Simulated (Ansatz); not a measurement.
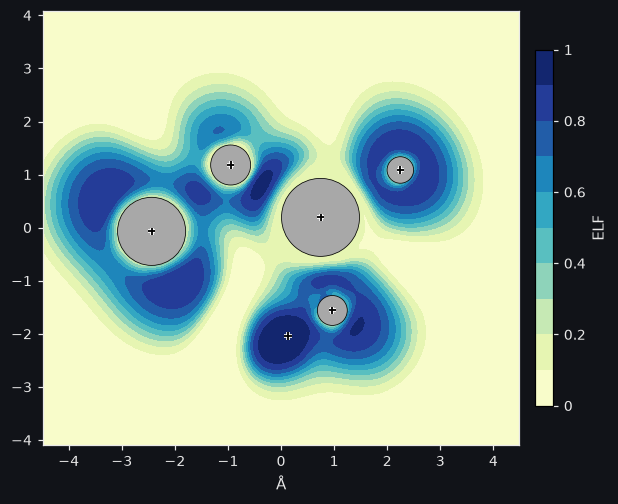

The ELF on a plane through atoms (crosses mark nuclei in the plane; grey discs cover the cores).

These are results of RKS PBE0-D4/def2-TZVPP in Ansatz, not measurements.

Candidates:
A. CH₉InSi₂ (SMILES [SiH3][SiH2][CH2][InH2])
B. CH₃BrFGaO (SMILES [OH][Ga]([F])[CH2]Br)
C. C₂H₅AlF₂ (SMILES [CH3][AlH][CH](F)F)

Which system is this?

Candidate B: CH₃BrFGaO on the plane of atoms O1, Ga2 and F3, which holds O, Ga, F, C, Br and H. Ga–F (1.75 Å): the ELF peaks at about 0.80 in the valence shell of F, 0.5 Å from its nucleus, and is about 0.20 at the midpoint. Ga–O (1.77 Å): the ELF peaks at about 0.85 in the valence shell of O, 0.6 Å from its nucleus, and is about 0.25 at the midpoint.
